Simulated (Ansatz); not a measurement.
# Cl₂F₂MoS: up Jacob's ladder to CCSD(T), part 2 of 2

Ansatz 0.2.0, Gaussian basis; functionals in def2-TZVPP, the program's frozen cores in correlated methods.

### Step 16. ωB97X-V (range-separated)

in.yaml reads:

```yaml
crystal:
  periodic: [false, false, false]
  atoms:
    - {symbol: F, position_ang: [-0.100793, -1.064923, 1.565572]}
    - {symbol: Mo, position_ang: [0.017648, -0.076567, 0.013408]}
    - {symbol: F, position_ang: [1.615008, -0.976026, -0.185359]}
    - {symbol: S, position_ang: [-1.294518, -0.940184, -1.316298]}
    - {symbol: Cl, position_ang: [0.992674, 1.586434, -1.172747]}
    - {symbol: Cl, position_ang: [-1.230030, 1.471256, 1.095424]}
basis:
  gaussian: {orbitals: def2-TZVPP}
hamiltonian: {xc: {name: wB97X-V}}
output: {orbitals: {seedname: orbitals}}
```

The run is started by

```bash
$ ansatz run in.yaml --threads 4 --pin off --events-out ev --progress --plain --max-ram 10444MiB
```

The log of the run, cut to the lines that bear on the results:

```text
Functional definition: wB97X-V
  name "wB97X-V"
  cite "Mardirossian & Head-Gordon, Phys. Chem. Chem. Phys. 16, 9904 (2014) doi:10.1039/C3CP54374A"
  cite "Becke, J. Chem. Phys. 107, 8554 (1997) doi:10.1063/1.475007"
  cite "Vydrov & Van Voorhis, J. Chem. Phys. 133, 244103 (2010) doi:10.1063/1.3521275"
[...]
      + integral(e_c_pw_opposite_spin*poly(b97_u_opposite, cos0, cos1)) + vv10(b, c)
1565 factors; their error is unknown
246 factors; integrals over basis functions are off by at most 3.0e-5 eV
[...]
mean field -43170.92814455 eV, -1586.5023470061 hartree, gradient 7.1e-5 eV, S^2 0.000000; 0 other end points of the search recorded, 0 dependent functions left out
reference -43170.92814159 eV, -1586.5023468975 hartree; 41, 41 occupied and 203, 203 virtual orbitals, 1565 factors
Total energy: -43170.92814159 eV, -1586.5023468975 hartree
```

Run time: 10 s. Hardware: 4 threads of Arm Neoverse V2, shared host; peak memory 1.1 GiB.

HOMO -11.35 eV, LUMO -2.78 eV.

### Step 17. ωB97M-V (range-separated)

in.yaml, as its differences from that of step 16:

```diff
@@ -11,3 +11,3 @@
   gaussian: {orbitals: def2-TZVPP}
-hamiltonian: {xc: {name: wB97X-V}}
-output: {orbitals: {seedname: orbitals}}
+hamiltonian: {xc: {name: wB97M-V}}
+output: {forces: true, orbitals: {seedname: orbitals}}
```

Same command.

The log of the run, cut to the lines that bear on the results:

```text
Functional definition: wB97M-V
  name "wB97M-V"
  cite "Mardirossian & Head-Gordon, J. Chem. Phys. 144, 214110 (2016) doi:10.1063/1.4952647"
  cite "Becke, J. Chem. Phys. 107, 8554 (1997) doi:10.1063/1.475007"
  cite "Vydrov & Van Voorhis, J. Chem. Phys. 133, 244103 (2010) doi:10.1063/1.3521275"
  # Of w^i u^j: cxij and so on, Table III.
[...]
  gx(w, u) = 1 - cx + cx01*u + cx10*w
  gss(w, u) = css00 + css04*u^4 + css10*w + css20*w^2 + css43*w^4*u^3
  gos(w, u) = cos00 + cos10*w + (cos20 + cos21*u)*w^2 + (cos60 + cos61*u)*w^6
[...]
      + integral(e_c_pw_mod_opposite_spin*gos(b97_w_opposite, b97_u_opposite)) + vv10(b, c)
1549 factors; their error is unknown
246 factors; integrals over basis functions are off by at most 3.0e-5 eV
[...]
mean field -43173.94152613 eV, -1586.6130867366 hartree, gradient 8.9e-5 eV, S^2 0.000000; 0 other end points of the search recorded, 0 dependent functions left out
[...]
reference -43173.94160110 eV, -1586.6130894918 hartree; 41, 41 occupied and 203, 203 virtual orbitals, 1549 factors
Total energy: -43173.94160110 eV, -1586.6130894918 hartree
Atom 0 at    -0.100793    -1.064923     1.565572 Å, force     0.000234     0.044645    -0.030548 eV/Å
Atom 1 at     0.017648    -0.076567     0.013408 Å, force    -0.271158    -0.411445    -0.286638 eV/Å
Atom 2 at     1.615008    -0.976026    -0.185359 Å, force    -0.032768     0.042959     0.003131 eV/Å
Atom 3 at    -1.294518    -0.940184    -1.316298 Å, force     0.301109     0.209056     0.305692 eV/Å
Atom 4 at     0.992674     1.586434    -1.172747 Å, force     0.032840     0.059022    -0.028015 eV/Å
Atom 5 at    -1.230030     1.471256     1.095424 Å, force    -0.030256     0.055764     0.036377 eV/Å
Dipole moment:    -0.285258    -0.045634    -0.281856 e Å
```

It took 15 s on 4 threads of Arm Neoverse V2, shared host; peak memory 1.1 GiB.

HOMO -11.19 eV, LUMO -2.73 eV.

### Step 18. B2PLYP (double hybrid)

in.yaml, as its differences from that of step 17:

```diff
@@ -11,3 +11,2 @@
   gaussian: {orbitals: def2-TZVPP}
-hamiltonian: {xc: {name: wB97M-V}}
-output: {forces: true, orbitals: {seedname: orbitals}}
+hamiltonian: {xc: {name: B2PLYP}}
```

The command is unchanged.

The log of the run, cut to the lines that bear on the results:

```text
Functional definition: B2PLYP
  name "B2PLYP"
  cite "Grimme, J. Chem. Phys. 124, 034108 (2006) doi:10.1063/1.2148954"
  cite "Becke, Phys. Rev. A 38, 3098 (1988) doi:10.1103/PhysRevA.38.3098"
  cite "Lee, Yang & Parr, Phys. Rev. B 37, 785 (1988) doi:10.1103/PhysRevB.37.785"
[...]
1552 factors; integrals over basis functions are off by at most 6.5e-4 eV
[...]
mean field -43149.31099497 eV, -1585.7079314117 hartree, gradient 6.0e-6 eV, S^2 0.000000; 0 other end points of the search recorded, 0 dependent functions left out
17 core orbitals not correlated: weight in the atoms' cores, before any rotation towards them, 1.000 or more for the frozen orbitals, at most 0.000 for the correlated occupied ones
reference -43149.31117975 eV, -1585.7079382022 hartree; 24, 24 occupied and 203, 203 virtual orbitals, 1552 factors
second order -57.09875079 eV of doubles, -0.00000000 eV of singles
Total energy: -43164.72784246 eV, -1586.2744901071 hartree
```

Wall time 8.5 s (4 threads of Arm Neoverse V2, shared host); peak memory 0.84 GiB.

### Step 19. PBE-QIDH (double hybrid)

in.yaml, as its differences from that of step 18:

```diff
@@ -11,2 +11,2 @@
   gaussian: {orbitals: def2-TZVPP}
-hamiltonian: {xc: {name: B2PLYP}}
+hamiltonian: {xc: {name: PBE-QIDH}}
```

Same command.

The log of the run, cut to the lines that bear on the results:

```text
Functional definition: PBE-QIDH
  name "PBE-QIDH"
  cite "Brémond, Sancho-García, Pérez-Jiménez & Adamo, J. Chem. Phys. 141, 031101 (2014) doi:10.1063/1.4890314"
  cite "Perdew, Burke & Ernzerhof, Phys. Rev. Lett. 77, 3865 (1996) doi:10.1103/PhysRevLett.77.3865"
[...]
1552 factors; integrals over basis functions are off by at most 6.5e-4 eV
[...]
mean field -43135.68035083 eV, -1585.2070144787 hartree, gradient 8.6e-6 eV, S^2 0.000000; 0 other end points of the search recorded, 0 dependent functions left out
17 core orbitals not correlated: weight in the atoms' cores, before any rotation towards them, 1.000 or more for the frozen orbitals, at most 0.000 for the correlated occupied ones
reference -43135.68036790 eV, -1585.2070151060 hartree; 24, 24 occupied and 203, 203 virtual orbitals, 1552 factors
second order -52.49699972 eV of doubles, -0.00000000 eV of singles
Total energy: -43153.17936781 eV, -1585.8500914913 hartree
```

Run time: 8.5 s. Hardware: 4 threads of Arm Neoverse V2, shared host; peak memory 0.72 GiB.

### Step 20. Frontier levels by functional

Dipoles come from the runs that computed forces. Levels are read from the orbital files that the runs wrote:

| functional | HOMO (eV) | LUMO (eV) | gap (eV) | dipole (D) | time |
| --- | --- | --- | --- | --- | --- |
| LDA (SPW92) | -7.99 | -5.69 | 2.30 |  | 1.4 s |
| PBE-D4 | -7.82 | -5.47 | 2.35 | 1.37 | 2.7 s |
| revPBE-D4 | -7.76 | -5.39 | 2.37 |  | 2.3 s |
| BLYP-D4 | -7.65 | -5.34 | 2.30 |  | 2.4 s |
| r2SCAN-D4 | -8.18 | -5.57 | 2.61 | 1.47 | 7 s |
| B97M-V | -8.25 | -5.56 | 2.69 |  | 8.5 s |
| PBE0-D4 | -9.12 | -4.86 | 4.27 |  | 4.1 s |
| B3LYP-D4 | -8.86 | -5.03 | 3.83 | 1.77 | 6 s |
| r2SCANh-D4 | -8.65 | -5.31 | 3.34 |  | 7 s |
| r2SCAN0-D4 | -9.36 | -4.89 | 4.47 |  | 7 s |
| HSE06-D4 | -8.73 | -5.23 | 3.50 |  | 4.2 s |
| BHLYP-D4 | -10.26 | -3.99 | 6.27 |  | 4.4 s |
| CAM-B3LYP-D4 | -10.37 | -3.80 | 6.57 |  | 4.6 s |
| LC-ωPBE | -11.70 | -2.74 | 8.96 |  | 3.2 s |
| ωB97X-V | -11.35 | -2.78 | 8.58 |  | 10 s |
| ωB97M-V | -11.19 | -2.73 | 8.45 | 1.94 | 15 s |

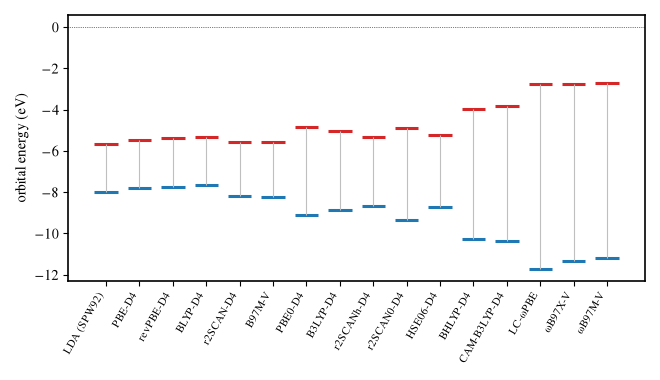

Highest occupied (blue) and lowest empty (red) level by functional.

### Step 21. CCSD(T) in def2-SVP

in.yaml, as its differences from that of step 19:

```diff
@@ -10,3 +10,3 @@
 basis:
-  gaussian: {orbitals: def2-TZVPP}
-hamiltonian: {xc: {name: PBE-QIDH}}
+  gaussian: {orbitals: def2-SVP}
+correlation: {method: ccsd_t}
```

Launched as before.

The log of the run, cut to the lines that bear on the results:

```text
Functional definition: HF
  name "HF"
  cite "Fock, Z. Phys. 61, 126 (1930) doi:10.1007/BF01340294"
  parent pbe
[...]
1061 factors; integrals over basis functions are off by at most 8.3e-4 eV
[...]
mean field -43060.14764475 eV, -1582.4312387281 hartree, gradient 2.9e-6 eV, S^2 0.000000; 4 other end points of the search recorded, 0 dependent functions left out; unrestricted orbitals would lower it
17 core orbitals not correlated: weight in the atoms' cores, before any rotation towards them, 1.000 or more for the frozen orbitals, at most 0.000 for the correlated occupied ones
reference -43060.14764475 eV, -1582.4312387281 hartree; 24, 24 occupied and 72, 72 virtual orbitals, 1061 factors
second order -33.88762580 eV of doubles, -0.00000000 eV of singles
cycle   1  -30.09812985 eV  change     3.8e0 eV  update   3.6e-1
[...]
cycle  15  -32.44350778 eV  change   -2.1e-5 eV  update   1.6e-5
perturbative correction -1.65486679 eV, -0.0608152330 hartree
Total energy: -43094.24601932 eV, -1583.6843308809 hartree
```

It took 14 s on 4 threads of Arm Neoverse V2, shared host; peak memory 0.61 GiB.

### Step 22. CCSD(T) in def2-TZVPP

in.yaml, as its differences from that of step 21:

```diff
@@ -10,3 +10,4 @@
 basis:
-  gaussian: {orbitals: def2-SVP}
+  gaussian: {orbitals: def2-TZVPP}
 correlation: {method: ccsd_t}
+output: {orbitals: {seedname: orbitals}}
```

Same command.

The log of the run, cut to the lines that bear on the results:

```text
Functional definition: HF
  name "HF"
  cite "Fock, Z. Phys. 61, 126 (1930) doi:10.1007/BF01340294"
  parent pbe
[...]
1552 factors; integrals over basis functions are off by at most 6.5e-4 eV
[...]
mean field -43080.46385907 eV, -1583.1778458335 hartree, gradient 2.4e-6 eV, S^2 0.000000; 4 other end points of the search recorded, 0 dependent functions left out; unrestricted orbitals would lower it
17 core orbitals not correlated: weight in the atoms' cores, before any rotation towards them, 1.000 or more for the frozen orbitals, at most 0.000 for the correlated occupied ones
reference -43080.46385907 eV, -1583.1778458335 hartree; 24, 24 occupied and 203, 203 virtual orbitals, 1552 factors
second order -45.91716331 eV of doubles, -0.00000000 eV of singles
cycle   1  -41.47177278 eV  change     4.4e0 eV  update   3.8e-1
[...]
cycle  15  -44.39249284 eV  change   -7.7e-6 eV  update   2.3e-5
perturbative correction -2.68203680 eV, -0.0985630343 hartree
Total energy: -43127.53838870 eV, -1584.9078028894 hartree
```

Wall time 5.5 min (4 threads of Arm Neoverse V2, shared host); peak memory 5.5 GiB.

### Step 23. MP2 in def2-QZVPP

in.yaml, as its differences from that of step 22:

```diff
@@ -10,4 +10,3 @@
 basis:
-  gaussian: {orbitals: def2-TZVPP}
-correlation: {method: ccsd_t}
-output: {orbitals: {seedname: orbitals}}
+  gaussian: {orbitals: "def2-QZVPP.json"}
+correlation: {method: mp2}
```

Same command.

The log of the run, cut to the lines that bear on the results:

```text
Functional definition: HF
  name "HF"
  cite "Fock, Z. Phys. 61, 126 (1930) doi:10.1007/BF01340294"
  parent pbe
[...]
2498 factors; integrals over basis functions are off by at most 9.5e-4 eV
[...]
mean field -43081.89743681 eV, -1583.2305288440 hartree, gradient 2.6e-6 eV, S^2 0.000000; 3 other end points of the search recorded, 0 dependent functions left out; unrestricted orbitals would lower it
17 core orbitals not correlated: weight in the atoms' cores, before any rotation towards them, 1.000 or more for the frozen orbitals, at most 0.000 for the correlated occupied ones
reference -43081.89743681 eV, -1583.2305288440 hartree; 24, 24 occupied and 364, 364 virtual orbitals, 2498 factors
second order -49.99777562 eV of doubles, -0.00000000 eV of singles
Total energy: -43131.89521244 eV, -1585.0679132084 hartree
```

It took 26 s on 4 threads of Arm Neoverse V2, shared host; peak memory 2.1 GiB.

The pieces so far (eV):

```csv
basis,HF,MP2 correlation,CCSD correlation,(T),total
def2-SVP,-43060.1476,-33.8876,-32.4435,-1.6549,-43094.2460
def2-TZVPP,-43080.4639,-45.9172,-44.3925,-2.6820,-43127.5384
def2-QZVPP,-43081.8974,-49.9978,,,-43131.8952 (MP2)
```

The report of the def2-TZVPP run gives T1 = 0.0236.

### Step 24. Extrapolating to the complete basis

This step is arithmetic on the last runs, with X = 3 and 4: exp(−7.88√X) for Hartree-Fock, X^−2.97 for correlation; only MP2 was run in the larger set, so CCSD(T) minus MP2 is added from the smaller one.

```csv
level,energy at the limit (eV)
HF,-43082.0949
MP2,-43135.1153
CCSD,-43133.5907
CCSD(T),-43136.2727
```

### Step 25. RPA on PBE orbitals

in.yaml, as its differences from that of step 23:

```diff
@@ -10,3 +10,4 @@
 basis:
-  gaussian: {orbitals: "def2-QZVPP.json"}
-correlation: {method: mp2}
+  gaussian: {orbitals: def2-TZVPP}
+hamiltonian: {xc: pbe}
+correlation: {method: rpa}
```

The command is unchanged.

The log of the run, cut to the lines that bear on the results:

```text
Functional definition: PBE
  name "PBE"
  cite "Perdew, Burke & Ernzerhof, Phys. Rev. Lett. 77, 3865 (1996) doi:10.1103/PhysRevLett.77.3865"
  parent pbe
[...]
1552 factors; integrals over basis functions are off by at most 6.5e-4 eV
[...]
mean field -43161.79288617 eV, -1586.1666324528 hartree, gradient 4.6e-6 eV, S^2 0.000000; 0 other end points of the search recorded, 0 dependent functions left out
17 core orbitals not correlated: weight in the atoms' cores, before any rotation towards them, 1.000 or more for the frozen orbitals, at most 0.000 for the correlated occupied ones
reference -43077.30988388 eV, -1583.0619393834 hartree; 24, 24 occupied and 203, 203 virtual orbitals, 1552 factors
Total energy: -43144.10513896 eV, -1585.5166197319 hartree
```

Wall time 6 s (4 threads of Arm Neoverse V2, shared host); peak memory 0.64 GiB.

RPA correlation: -66.795 eV.

### Step 26. Outcome

The summary covers parts 1 to 2.

| quantity | value |
| --- | --- |
| CCSD(T) correlation energy, def2-TZVPP | -47.075 eV |
| gap, smallest and largest | 2.30 eV (LDA (SPW92)), 8.96 eV (LC-ωPBE) |
| T1 diagnostic | 0.0236 |
| triples share of the correlation energy | 5.7 % |

**Reading.** In def2-TZVPP MP2 gives 98 % of the CCSD(T) correlation energy. The gap grows from 2.3 to 9.0 eV across the functionals, mostly with the share of exact exchange. The T1 diagnostic, 0.024, is a little above the customary 0.02. The restricted reference is unstable towards a spin-broken one. Correlated methods include outer-core shells of Mo, which these sets cover unevenly.

CCSD(T) took 14 s with 113 functions and 5.5 min with 244, while the functionals took 1.4 s to 15 s.
